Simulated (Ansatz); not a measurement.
# CH5AsSi: geometry and vibrations

What shape does CH5AsSi take? The plan is to relax it, check the end point by its vibrations and derive ideal-gas thermochemistry, and look at its orbitals and charge.

Computed with Ansatz 0.2.0, Gaussian basis. Level: RKS PBE0-D4/def2-TZVP.

Levels to be run: relaxation at PBE-D4/def2-SVP; relaxation at PBE0-D4/def2-TZVP; harmonic vibrations at the same level; a single point in def2-TZVPP for the fields.

### 1 The starting structure

SMILES `C1[SiH2][AsH]1`, 8 atoms, charge 0, spin multiplicity 1.

Atoms are counted from 1 here; the program's logs count them from 0.

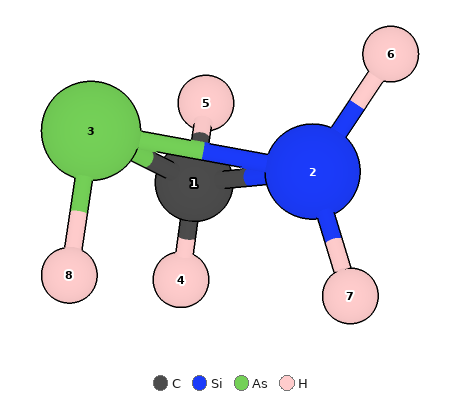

As it starts; carbon dark grey, silicon blue, arsenic green, hydrogen pink; atoms are numbered from 1 in the order of the file.

As a file:

```xyz
8
charge 0, multiplicity 1
C    -0.7407   -0.0449   -0.4878
Si    0.7094    0.7349    0.2577
As   -0.5704   -1.0864    1.0882
H    -0.5280   -0.5383   -1.4490
H    -1.6782    0.6516   -0.4672
H     0.4700    2.0010    0.9968
H     2.0153    0.3154   -0.3335
H     0.4147   -2.0903    0.3390
```

The start is a force-field geometry with small random shifts, so a cheaper pass at PBE-D4/def2-SVP comes first.

### 2 Geometry optimisation, PBE-D4/def2-SVP (cheap first pass)

File in.yaml:

```yaml
crystal:
  periodic: [false, false, false]
  atoms:
    - {symbol: C, position_ang: [-0.740700, -0.044900, -0.487800]}
    - {symbol: Si, position_ang: [0.709400, 0.734900, 0.257700]}
    - {symbol: As, position_ang: [-0.570400, -1.086400, 1.088200]}
    - {symbol: H, position_ang: [-0.528000, -0.538300, -1.449000]}
    - {symbol: H, position_ang: [-1.678200, 0.651600, -0.467200]}
    - {symbol: H, position_ang: [0.470000, 2.001000, 0.996800]}
    - {symbol: H, position_ang: [2.015300, 0.315400, -0.333500]}
    - {symbol: H, position_ang: [0.414700, -2.090300, 0.339000]}
basis:
  gaussian: {orbitals: def2-SVP}
hamiltonian: {xc: pbe, dispersion: d4}
relax: {f_tol: 0.03, max_steps: 200}
```

The run is started by

```bash
> ansatz run in.yaml --threads 2 --pin off --events-out ev --progress --plain --max-ram 4352MiB
```

The log of the run, cut to the lines that bear on the results:

```text
Functional definition: PBE
  name "PBE"
  cite "Perdew, Burke & Ernzerhof, Phys. Rev. Lett. 77, 3865 (1996) doi:10.1103/PhysRevLett.77.3865"
  parent pbe
[...]
1007 factors; their error is unknown
[...]
mean field -69810.72750634 eV, -2565.4969164473 hartree, gradient 7.8e-5 eV, S^2 0.000000; 0 other end points of the search recorded, 0 dependent functions left out
[...]
reference -69810.72753685 eV, -2565.4969175687 hartree; 29, 29 occupied and 60, 60 virtual orbitals, 1007 factors
relax step   1: F+E_penalty+E_count = -69810.90724373 eV  Δ(F+E_penalty+E_count) = +0.000e0 eV  max|allowed force component| = 2.497e0 eV/Å  Δτ_max = 0.0000 Å  (26 SCF iters, accepted)
[...]
relax step   4: F+E_penalty+E_count = -69811.33082482 eV  Δ(F+E_penalty+E_count) = -1.019e-2 eV  max|allowed force component| = 7.073e-2 eV/Å  Δτ_max = 0.0335 Å  (30 SCF iters, accepted)
[...]
relax step   5: F+E_penalty+E_count = -69811.33171858 eV  Δ(F+E_penalty+E_count) = -8.938e-4 eV  max|allowed force component| = 2.044e-2 eV/Å  Δτ_max = 0.0193 Å  (29 SCF iters, accepted)
1007 factors; their error is unknown
[...]
mean field -69811.15469802 eV, -2565.5126154522 hartree, gradient 2.4e-5 eV, S^2 0.000000; 1 other end points of the search recorded, 0 dependent functions left out
[...]
reference -69811.15472932 eV, -2565.5126166022 hartree; 29, 29 occupied and 60, 60 virtual orbitals, 1007 factors
Total energy: -69811.33174987 eV, -2565.5191219875 hartree
Atom 0 at    -0.779908     0.012139    -0.578354 Å, force     0.017532     0.013960     0.015689 eV/Å
Atom 1 at     0.717556     0.675291     0.319804 Å, force     0.004885    -0.015395    -0.004410 eV/Å
Atom 2 at    -0.546042    -1.140305     1.122011 Å, force    -0.009141    -0.008512     0.008524 eV/Å
Atom 3 at    -0.673884    -0.525032    -1.534547 Å, force    -0.008482    -0.020441    -0.019772 eV/Å
Atom 4 at    -1.713662     0.598198    -0.521588 Å, force    -0.003922     0.013728    -0.008535 eV/Å
Atom 5 at     0.587201     2.005520     0.994263 Å, force    -0.004151    -0.001629     0.013417 eV/Å
Atom 6 at     2.067956     0.421712    -0.273677 Å, force    -0.004621     0.005641    -0.010393 eV/Å
Atom 7 at     0.432882    -2.104523     0.416290 Å, force     0.007899     0.012647     0.005480 eV/Å
Dipole moment:     0.037801     0.077711    -0.154974 e Å
```

Wall time 7.5 s (2 threads of Arm Neoverse V2, shared host).

Relaxation path:

| step | energy from step 1 (eV) | largest force component (eV/Å) |
| --- | --- | --- |
| 1 | 0.0000 | 2.4971 |
| 2 | -0.3498 | 1.2629 |
| 3 | -0.4134 | 0.2329 |
| 4 | -0.4236 | 0.0707 |
| 5 | -0.4245 | 0.0204 |

Close pairs (by a distance rule), those that changed most:

| bond | before (Å) | after (Å) | change (Å) |
| --- | --- | --- | --- |
| C1–As3 | 1.897 | 2.067 | +0.171 |
| C1–H5 | 1.168 | 1.104 | -0.064 |
| C1–Si2 | 1.807 | 1.868 | +0.060 |
| As3–H8 | 1.594 | 1.545 | -0.049 |
| Si2–As3 | 2.376 | 2.353 | -0.023 |
| Si2–H6 | 1.485 | 1.497 | +0.012 |
| Si2–H7 | 1.494 | 1.497 | +0.003 |
| C1–H4 | 1.101 | 1.102 | +0.001 |

### 3 Optimising with PBE0-D4/def2-TZVP

File in.yaml:

```yaml
crystal:
  periodic: [false, false, false]
  atoms:
    - {symbol: C, position_ang: [-0.779908, 0.012139, -0.578354]}
    - {symbol: Si, position_ang: [0.717556, 0.675291, 0.319804]}
    - {symbol: As, position_ang: [-0.546042, -1.140305, 1.122011]}
    - {symbol: H, position_ang: [-0.673884, -0.525032, -1.534547]}
    - {symbol: H, position_ang: [-1.713662, 0.598198, -0.521588]}
    - {symbol: H, position_ang: [0.587201, 2.005520, 0.994263]}
    - {symbol: H, position_ang: [2.067956, 0.421712, -0.273677]}
    - {symbol: H, position_ang: [0.432882, -2.104523, 0.416290]}
basis:
  gaussian: {orbitals: def2-TZVP}
hamiltonian: {xc: pbe0, dispersion: d4}
relax: {f_tol: 0.005, max_steps: 150}
```

Launched as before.

The log of the run, cut to the lines that bear on the results:

```text
Functional definition: PBE0
  name "PBE0"
  cite "Adamo & Barone, J. Chem. Phys. 110, 6158 (1999) doi:10.1063/1.478522"
  cite "Perdew, Burke & Ernzerhof, Phys. Rev. Lett. 77, 3865 (1996) doi:10.1103/PhysRevLett.77.3865"
  parent pbe
[...]
1091 factors; their error is unknown
[...]
mean field -69825.40558444 eV, -2566.0363258684 hartree, gradient 2.8e-5 eV, S^2 0.000000; 0 other end points of the search recorded, 0 dependent functions left out
[...]
reference -69825.40561383 eV, -2566.0363269485 hartree; 29, 29 occupied and 117, 117 virtual orbitals, 1091 factors
relax step   1: F+E_penalty+E_count = -69825.55387617 eV  Δ(F+E_penalty+E_count) = +0.000e0 eV  max|allowed force component| = 5.336e-1 eV/Å  Δτ_max = 0.0000 Å  (28 SCF iters, accepted)
[...]
reference -69825.44025110 eV, -2566.0375998447 hartree; 29, 29 occupied and 117, 117 virtual orbitals, 1091 factors
Total energy: -69825.58918215 eV, -2566.0430729599 hartree
Atom 0 at    -0.770289     0.017894    -0.575993 Å, force    -0.000605     0.004753     0.003401 eV/Å
Atom 1 at     0.707832     0.663140     0.315663 Å, force    -0.001537    -0.001764    -0.000453 eV/Å
Atom 2 at    -0.538107    -1.122687     1.107201 Å, force     0.004150    -0.001567     0.001428 eV/Å
Atom 3 at    -0.667219    -0.524028    -1.509291 Å, force    -0.000258     0.000933    -0.000178 eV/Å
Atom 4 at    -1.690682     0.591835    -0.522289 Å, force    -0.000121    -0.001502    -0.004455 eV/Å
Atom 5 at     0.581297     1.973921     0.990481 Å, force     0.000321     0.000053    -0.000602 eV/Å
Atom 6 at     2.040832     0.422339    -0.277138 Å, force    -0.000342     0.000442     0.000431 eV/Å
Atom 7 at     0.428436    -2.079414     0.415567 Å, force    -0.001608    -0.001348     0.000428 eV/Å
Dipole moment:     0.048364     0.099871    -0.166732 e Å
```

Run time: 17 s. Hardware: 2 threads of Arm Neoverse V2, shared host; peak memory 0.34 GiB.

The steps of the relaxation:

| step | energy from step 1 (eV) | largest force component (eV/Å) |
| --- | --- | --- |
| 1 | 0.0000 | 0.5336 |
| 2 | -0.0324 | 0.1403 |
| 3 | -0.0351 | 0.0301 |
| 4 | -0.0353 | 0.0114 |
| 5 | -0.0353 | 0.0048 |

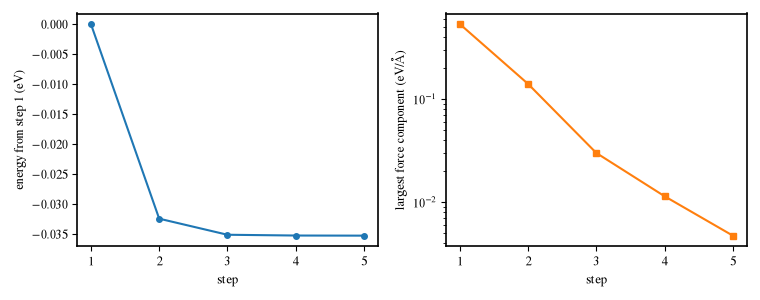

Energy and force, step by step.

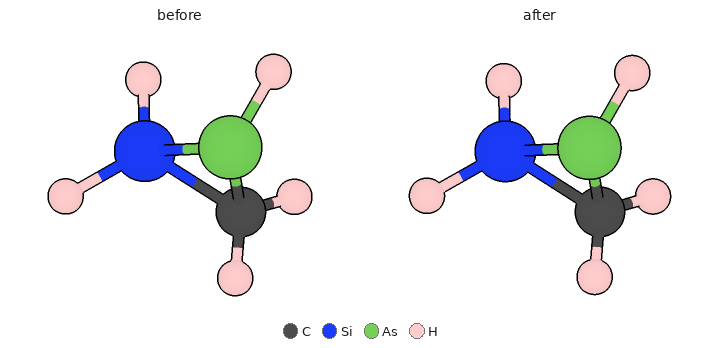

Before and after, at one scale.

Close pairs (by a distance rule), those that changed most:

| bond | before (Å) | after (Å) | change (Å) |
| --- | --- | --- | --- |
| Si2–As3 | 2.353 | 2.317 | -0.036 |
| C1–Si2 | 1.868 | 1.843 | -0.025 |
| C1–As3 | 2.067 | 2.046 | -0.021 |
| As3–H8 | 1.545 | 1.526 | -0.019 |
| Si2–H7 | 1.497 | 1.479 | -0.018 |
| C1–H5 | 1.104 | 1.086 | -0.018 |
| C1–H4 | 1.102 | 1.084 | -0.018 |
| Si2–H6 | 1.497 | 1.480 | -0.017 |

Mulliken charges at the end point, from the run's report:

| atom | value (e) |
| --- | --- |
| C1 | -0.42 |
| Si2 | 0.12 |
| As3 | -0.06 |
| H4 | 0.16 |
| H5 | 0.15 |
| H6 | 0.00 |
| H7 | 0.00 |
| H8 | 0.05 |

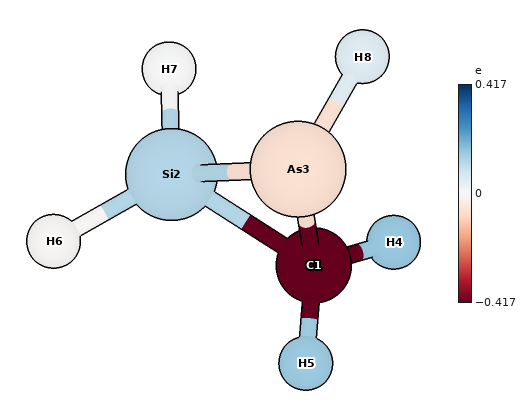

Mulliken charges at the end point, from the run's report, as colours on the atoms.

### 4 Harmonic vibrations

File in.yaml:

```yaml
crystal:
  periodic: [false, false, false]
  atoms:
    - {symbol: C, position_ang: [-0.770289, 0.017894, -0.575993]}
    - {symbol: Si, position_ang: [0.707832, 0.663140, 0.315663]}
    - {symbol: As, position_ang: [-0.538107, -1.122687, 1.107201]}
    - {symbol: H, position_ang: [-0.667219, -0.524028, -1.509291]}
    - {symbol: H, position_ang: [-1.690682, 0.591835, -0.522289]}
    - {symbol: H, position_ang: [0.581297, 1.973921, 0.990481]}
    - {symbol: H, position_ang: [2.040832, 0.422339, -0.277138]}
    - {symbol: H, position_ang: [0.428436, -2.079414, 0.415567]}
basis:
  gaussian: {orbitals: def2-TZVP}
hamiltonian: {xc: pbe0, dispersion: d4}
phonons: {temperatures: {t_min: 298.15, t_max: 900, t_step: 200}}
```

Same command.

The log of the run, cut to the lines that bear on the results:

```text
Functional definition: PBE0
  name "PBE0"
  cite "Adamo & Barone, J. Chem. Phys. 110, 6158 (1999) doi:10.1063/1.478522"
  cite "Perdew, Burke & Ernzerhof, Phys. Rev. Lett. 77, 3865 (1996) doi:10.1103/PhysRevLett.77.3865"
  parent pbe
[...]
1091 factors; their error is unknown
[...]
mean field -69825.44022186 eV, -2566.0375987702 hartree, gradient 2.8e-5 eV, S^2 0.000000; 0 other end points of the search recorded, 0 dependent functions left out
[...]
reference -69825.44025103 eV, -2566.0375998422 hartree; 29, 29 occupied and 117, 117 virtual orbitals, 1091 factors
[...]
1091 factors; their error is unknown
mean field -69825.44007745 eV, -2566.0375934632 hartree, gradient 1.5e-6 eV, S^2 0.000000; 0 other end points of the search recorded, 0 dependent functions left out
[...]
reference -69825.44010662 eV, -2566.0375945351 hartree; 29, 29 occupied and 117, 117 virtual orbitals, 1091 factors
[...]
Atom 0 at    -0.770289     0.017894    -0.575993 Å, force    -0.000610     0.004743     0.003388 eV/Å
Atom 1 at     0.707832     0.663140     0.315663 Å, force    -0.001526    -0.001776    -0.000452 eV/Å
Atom 2 at    -0.538107    -1.122687     1.107201 Å, force     0.004150    -0.001566     0.001431 eV/Å
Atom 3 at    -0.667219    -0.524028    -1.509291 Å, force    -0.000256     0.000936    -0.000172 eV/Å
Atom 4 at    -1.690682     0.591835    -0.522289 Å, force    -0.000128    -0.001495    -0.004455 eV/Å
Atom 5 at     0.581297     1.973921     0.990481 Å, force     0.000319     0.000061    -0.000599 eV/Å
Atom 6 at     2.040832     0.422339    -0.277138 Å, force    -0.000343     0.000443     0.000432 eV/Å
Atom 7 at     0.428436    -2.079414     0.415567 Å, force    -0.001606    -0.001347     0.000428 eV/Å
Dipole moment:     0.048364     0.099870    -0.166732 e Å
Vibrations: 380.49 402.09 462.31 481.34 608.98 632.78 663.72 772.34 824.58 899.12 932.89 946.92 1385.69 2193.05 2249.51 2272.45 3141.78 3229.32 cm⁻¹, zero-point energy 1.393543 eV
```

Run time: 96 s. Hardware: 2 threads of Arm Neoverse V2, shared host; peak memory 0.37 GiB.

Motions are named by where the mode's potential energy lies. Wavenumbers, unscaled:

| mode | cm⁻¹ | motion |
| --- | --- | --- |
| 1 | 380 | Si–As stretch with bend |
| 2 | 402 | bend |
| 3 | 462 | As–C stretch with bend |
| 4 | 481 | bend |
| 5 | 609 | bend |
| 6 | 633 | bend |
| 7 | 664 | bend |
| 8 | 772 | Si–C stretch with bend |
| 9 | 825 | bend |
| 10 | 899 | bend |
| 11 | 933 | bend |
| 12 | 947 | bend |
| 13 | 1386 | bend |
| 14 | 2193 | As–H stretch |
| 15 | 2250 | Si–H stretch |
| 16 | 2272 | Si–H stretch |
| 17 | 3142 | C–H stretch |
| 18 | 3229 | C–H stretch |

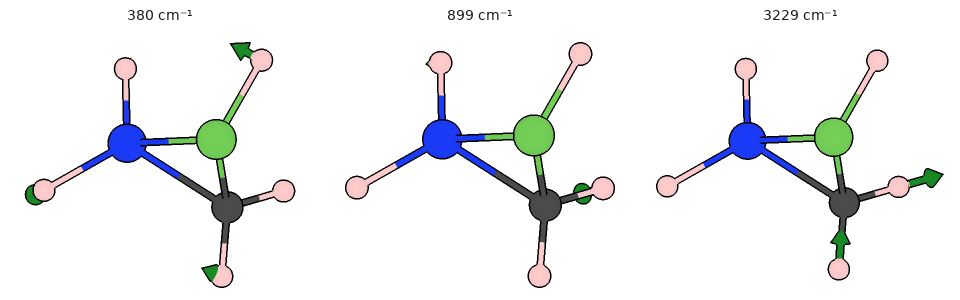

Displacements of 3 modes, as arrows.

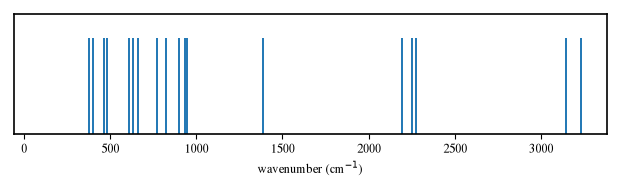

The harmonic wavenumbers as sticks (no intensities were computed).

Ideal gas, rigid rotor and harmonic oscillator at 298.15 K and 1 bar, with symmetry number 1:

| term | value |
| --- | --- |
| zero-point energy | 134.5 kJ/mol |
| H(298) − E | 149.3 kJ/mol |
| entropy, translation | 168.6 J/(mol K) |
| entropy, rotation | 105.4 J/(mol K) |
| entropy, vibration | 22.8 J/(mol K) |
| entropy, total | 296.8 J/(mol K) |

### 5 Fields at the relaxed geometry

in.yaml: that of step 4 with these lines changed.

```diff
@@ -12,4 +12,4 @@
 basis:
-  gaussian: {orbitals: def2-TZVP}
+  gaussian: {orbitals: def2-TZVPP}
 hamiltonian: {xc: pbe0, dispersion: d4}
-phonons: {temperatures: {t_min: 298.15, t_max: 900, t_step: 200}}
+output: {orbitals: {seedname: orbitals}}
```

Same command.

The log of the run:

```text
Functional definition: PBE0
  name "PBE0"
  cite "Adamo & Barone, J. Chem. Phys. 110, 6158 (1999) doi:10.1063/1.478522"
  cite "Perdew, Burke & Ernzerhof, Phys. Rev. Lett. 77, 3865 (1996) doi:10.1103/PhysRevLett.77.3865"
  parent pbe
  parameter a = 0.25
  parameter kappa = 0.804
  parameter beta = 0.06672455060314922
  exchange = (1 - a)*pbe_x(kappa = kappa, mu = beta*pi^2/3) + a*exact_x
  correlation = pbe_c(beta = beta)
1189 factors; their error is unknown
mean field evaluation 1: about -69818.8129 eV, gradient 5.3e1 eV
mean field evaluation 2: about -69808.7393 eV, gradient 7.4e1 eV
mean field evaluation 4: about -69825.2011 eV, gradient 2.4e0 eV
mean field evaluation 8: about -69825.2179 eV, gradient 4.1e-2 eV
mean field evaluation 16: about -69825.4781 eV, gradient 9.6e-5 eV
mean field -69825.47812782 eV, -2566.0389917883 hartree, gradient 1.4e-5 eV, S^2 0.000000; 0 other end points of the search recorded, 0 dependent functions left out
reference -69825.47815685 eV, -2566.0389928553 hartree; 29, 29 occupied and 162, 162 virtual orbitals, 1189 factors
Total energy: -69825.62708790 eV, -2566.0444659705 hartree
```

It took 2.9 s on 2 threads of Arm Neoverse V2, shared host; peak memory 0.42 GiB.

Orbitals, density, ELF and potential are computed afterwards from the orbital file.

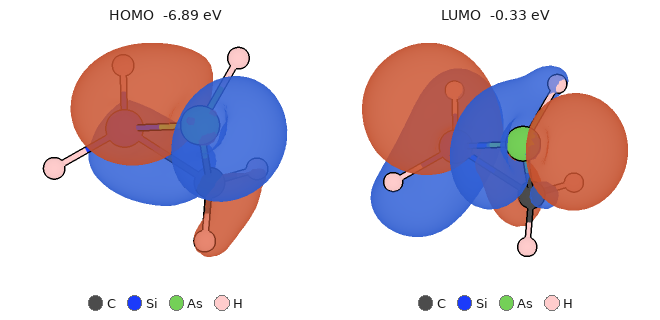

Frontier orbitals at PBE0-D4/def2-TZVPP; each surface holds 70 % of the orbital's density, blue and red mark the sign.

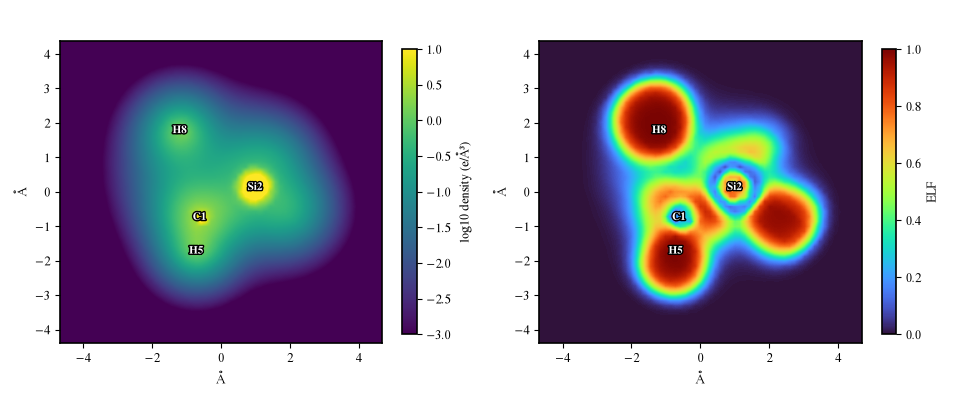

Density (left) and ELF (right) in a plane through or near 4 of the atoms.

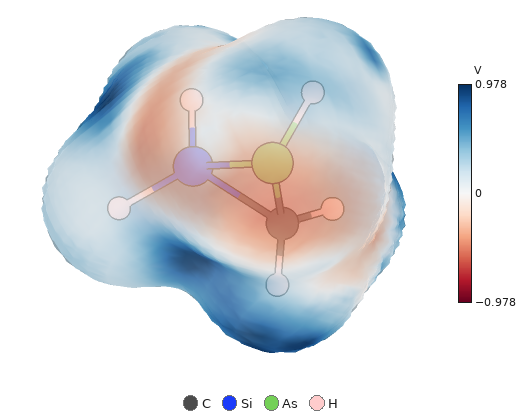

The potential that a unit positive charge feels on the 0.002 e/bohr³ surface, from the 1st to the 99th percentile, from -0.44 V near As3 to 0.98 V near H5.

### 6 What came out

```
                  quantity            value
               point group               C1
                     steps            5 + 5
shift from the start (rms)          0.105 Å
              total energy   -69825.5892 eV
           dispersion term         -149 meV
             dipole moment           0.96 D
lowest, highest wavenumber   380, 3229 cm⁻¹
         zero-point energy     134.5 kJ/mol
       entropy at 298.15 K  296.8 J/(mol K)
                HOMO, LUMO  -6.89, -0.33 eV
```

In words: The atoms moved 0.11 Å (rms) from the start; the bond that changed most is C1–As3, from 1.897 to 2.046 Å. No mode is imaginary: a true minimum at this level. The stiffest mode, 3229 cm⁻¹, is a C–H stretch. Harmonic hybrid wavenumbers usually lie a few per cent above measured fundamentals. The largest Mulliken charge, -0.42 e, sits on C1. The HOMO lies mostly on As3 45 %; Si2 28 % and the LUMO on As3 29 %; Si2 27 %.
